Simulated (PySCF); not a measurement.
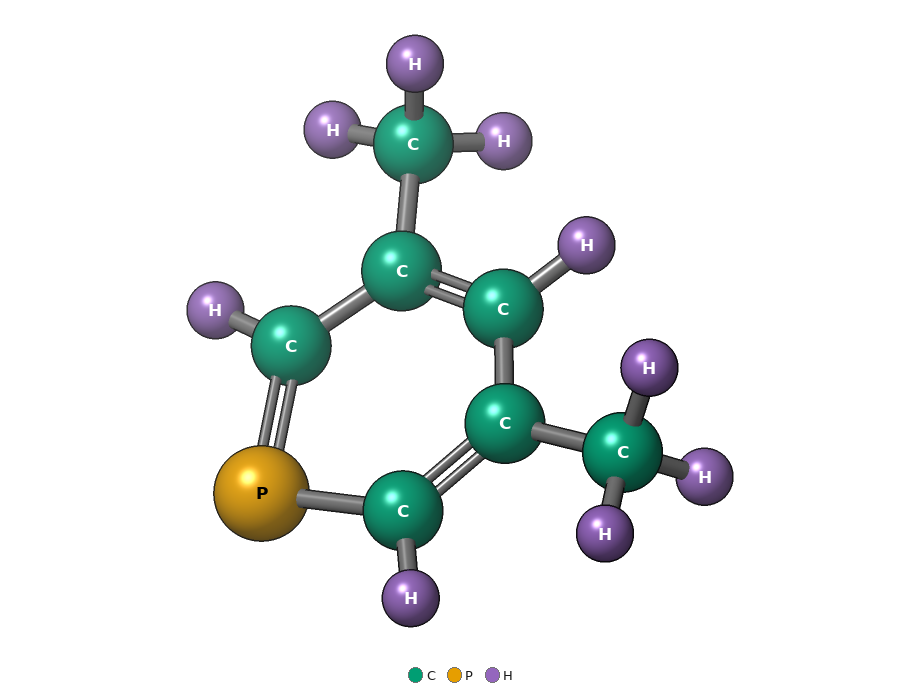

The computed structure is the end point of a GFN2-xTB optimisation. No frequency run is at hand to confirm it as a minimum. Level of theory: CAM-B3LYP/def2-SVPD, gas phase (PySCF 2.14.0). Excitations: vertical, linear response.

What does the calculation give?

The species is C7H9P (`Cc1cpcc(C)c1`).
- dipole moment: 2.12 D
- HOMO energy (Kohn–Sham orbital): −8.00 eV
- LUMO energy (Kohn–Sham orbital): −0.32 eV
- HOMO–LUMO gap: 7.68 eV
- mean static polarisability: 105.7 bohr³
- lowest vertical singlet excitation: 4.78 eV
- its oscillator strength: 0.001
- brightest of the 8 lowest singlets: 6.57 eV
- its oscillator strength: 0.52

The geometry is semi-empirical. Around P such bond lengths and angles can be off by a tenth of an ångström or more and by several degrees, and values that hang on the shape move with them.
